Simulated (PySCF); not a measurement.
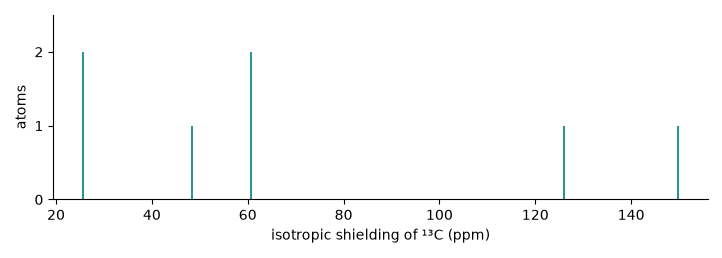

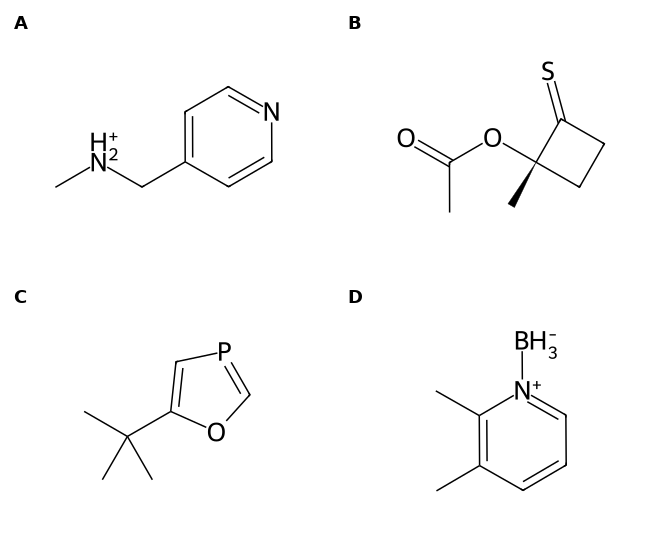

The sticks are computed shieldings of one of the molecules, for one fixed geometry (GFN2-xTB) without averaging over rotations. Low shielding means a high chemical shift. Method: GIAO PBE0/pcSseg-1 NMR shielding, non-relativistic, gas phase (PySCF 2.14.0).

### Match the spectrum to a structure.

A, `C[NH2+]Cc1ccncc1`. Its 7 C atoms give lines at 25.6 (2 atoms), 48.4, 60.7 (2 atoms), 126.0, 149.7 ppm.

The geometry is semi-empirical. Around B such bond lengths and angles can be off by a tenth of an ångström or more and by several degrees, and values that hang on the shape move with them.
